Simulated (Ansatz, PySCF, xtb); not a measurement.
Pulling on the Ge1–H4 bond in CH6GeO (SMILES C[O][GeH3]) (multiplicity 1 held, fragments rigid). Energies count from the point at 1.532 Å.
Geometry at that point (charge 0, multiplicity 1):
```csv
atom,x (Å),y (Å),z (Å)
Ge,0.7062,-0.1175,0.1180
O,-0.9059,-0.1263,-0.6599
C,-1.9800,0.5128,0.0058
H,1.6113,-0.8802,-0.8543
H,1.1614,1.3442,0.3114
H,0.6049,-0.8178,1.4893
H,-1.7930,1.5836,0.1537
H,-2.8707,0.4037,-0.6151
H,-2.1851,0.0600,0.9838
```

Restricted levels (R-, RO-) in cc, def2 and unpolarised 6-31G sets keep to the state of the molecule at rest. U- levels take the lowest unrestricted solution at each point, which mixes spins at long bonds. Left out are points that failed, MP2 points in a non-variational dive below the minimum, coupled-cluster points behind a sign of a changed root (a jump of the amplitudes, or a one-step jump against full CI or MRCI), small-basis points behind a change of solution, and semi-empirical points at long bonds. Curves can end on different states.

Correlated levels freeze the cores. Filled d and f shells under p-block atoms count as core. Rows in LANL2DZ carry no dispersion term and start afresh at each structure. LANL2DZ brings its own core potentials from Na on.

Run with Ansatz (a program for electronic structure); PySCF for LANL2DZ rows; xtb for the GFN methods.  The GFN methods have no spin term and hold the electronic entropy of 300 K.

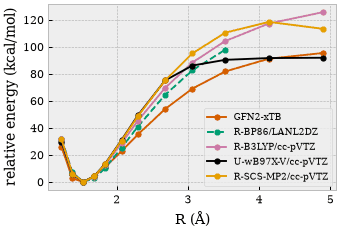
Figure: Relative energy along the coordinate

Read off the GFN2-xTB curve at R = 2.681.

about 54 kcal/mol

Doubts at one or more of the structures used: a restricted determinant that unrestricted orbitals would lower (R-B3LYP/cc-pVTZ, R-SCS-MP2/cc-pVTZ); a spin-contaminated determinant (U-wB97X-V/cc-pVTZ).
